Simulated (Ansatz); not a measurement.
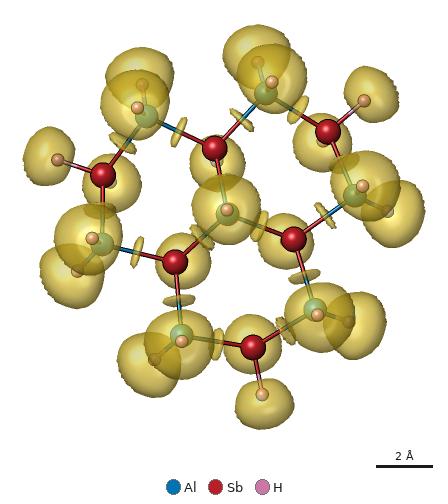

*Al₇H₂₂Sb₆ (Al7Sb6 wurtzite other disc) (charge −1). Isosurface of the electron localisation function at 0.85 (yellow), seen across its widest extent. Core shells and regions of very low density are left out.*

Geometry: PBE-D4/def2-SVP; core potentials replace the inner electrons of Sb.

Computed with RKS PBE0-D4/def2-TZVP in Ansatz.

Input

```
crystal:
  periodic: [false, false, false]
  atoms:
    - {symbol: Al, position_ang: [-2.184800, -4.078749, -0.405238]}
    - {symbol: Sb, position_ang: [-4.119459, -2.375513, 0.474132]}
    - {symbol: Al, position_ang: [-4.624716, 0.154806, -0.396673]}
    - {symbol: Al, position_ang: [2.178746, -4.081327, -0.407373]}
    - {symbol: Sb, position_ang: [-0.002202, -2.508495, -0.090820]}
    - {symbol: Al, position_ang: [-0.001193, 0.000577, -1.082290]}
    - {symbol: Sb, position_ang: [-2.171067, 1.255519, -0.084056]}
    - {symbol: Al, position_ang: [-2.440692, 3.931516, -0.395298]}
    - {symbol: Sb, position_ang: [4.116117, -2.382381, 0.471844]}
    - {symbol: Al, position_ang: [4.624518, 0.147727, -0.398401]}
    - {symbol: Sb, position_ang: [2.172794, 1.252612, -0.089082]}
    - {symbol: Al, position_ang: [2.446033, 3.927611, -0.404327]}
    - {symbol: Sb, position_ang: [0.004834, 4.755820, 0.473427]}
    - {symbol: H, position_ang: [-2.117883, -5.329898, 0.605615]}
    - {symbol: H, position_ang: [-2.466112, -4.290667, -1.975227]}
    - {symbol: H, position_ang: [-5.610144, -3.234535, 0.590071]}
    - {symbol: H, position_ang: [-3.893543, -2.247404, 2.172573]}
    - {symbol: H, position_ang: [-4.950181, 0.021234, -1.966978]}
    - {symbol: H, position_ang: [-5.672797, 0.838123, 0.616033]}
    - {symbol: H, position_ang: [2.110496, -5.334236, 0.601005]}
    - {symbol: H, position_ang: [2.458054, -4.290608, -1.978293]}
    - {symbol: H, position_ang: [-0.001205, -2.214067, 1.604264]}
    - {symbol: H, position_ang: [-0.003320, 0.001267, -2.686037]}
    - {symbol: H, position_ang: [-1.913512, 1.103510, 1.610151]}
    - {symbol: H, position_ang: [-2.491276, 4.281357, -1.965224]}
    - {symbol: H, position_ang: [-3.552705, 4.498194, 0.620715]}
    - {symbol: H, position_ang: [5.605904, -3.244045, 0.587378]}
    - {symbol: H, position_ang: [3.889838, -2.254546, 2.170408]}
    - {symbol: H, position_ang: [4.952251, 0.013648, -1.968150]}
    - {symbol: H, position_ang: [5.672005, 0.829584, 0.615978]}
    - {symbol: H, position_ang: [1.916071, 1.107048, 1.605884]}
    - {symbol: H, position_ang: [2.489733, 4.276287, -1.974665]}
    - {symbol: H, position_ang: [3.564226, 4.493535, 0.605890]}
    - {symbol: H, position_ang: [0.010134, 4.498213, 2.172787]}
    - {symbol: H, position_ang: [0.005852, 6.477082, 0.589678]}
basis:
  gaussian: {orbitals: def2-TZVP, fitting: {mean_field: def2-universal-jkfit}, initial_orbitals: start.molden}
total_charge: -1
hamiltonian: {xc: pbe0, dispersion: d4}
scf: {omitted_lower_state_checks: [starts]}
output: {forces: true, orbitals: {seedname: orbitals}}
```

Launched as:

```sh
ansatz run in.yaml --threads 2 --pin off --events-out ev --progress --plain --max-ram 22528MiB --backend cuda --devices 0, --max-vram 18GiB
```

**Describe the localisation domains.**

At this value the surface marks out 15 regions between bonded Al–Sb atoms (shared pairs) and 22 regions around hydrogen nuclei. Along the contacts the grid gives the following. Al–Sb (2.70 Å): the ELF peaks at about 0.90 between the atoms; a covalent bond. Al–H (1.60 Å): the ELF climbs to about 1 towards the hydrogen.
